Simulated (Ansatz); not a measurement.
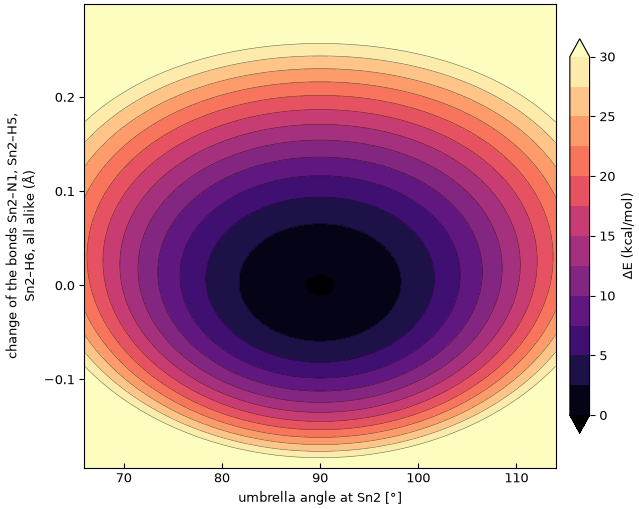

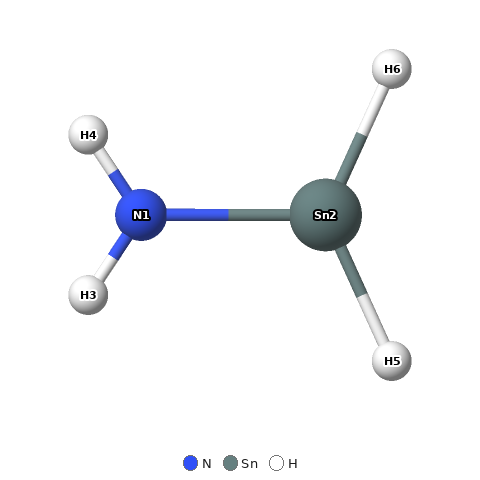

Energy landscape of H₄NSn, SMILES [NH2][SnH2+], charge +1. Coordinates scanned: (1) umbrella angle at Sn2 (between each of its bonds and their common axis; 90 is planar); (2) change of the bonds Sn2–N1, Sn2–H5, Sn2–H6, all alike. Nothing is relaxed (all other coordinates rigid). Grid: 13 × 13 points; 91 points were computed and 78 follow by symmetry. Points are written as (first, second). All energies are given in kcal/mol relative to the lowest grid point. The calculation used Ansatz 0.2.0, RKS r2SCAN-D4/def2-TZVP.

Drawn: filled contours, one colour for all values above the top of the scale. Between grid points the surface is interpolated. The second picture is the structure at the lowest point.

> Summarise what can be read from the map.

The lowest grid point is at (90°, 0.012 Å). It is the only kind of minimum in the scanned range. The highest grid point, (66°, −0.194 Å), lies 63.3 kcal/mol above the lowest. Round the minimum the two coordinates are nearly uncoupled.

The whole map (91 points run) took 7.5 min on 1 thread of Arm Neoverse V1, with other jobs on the host.
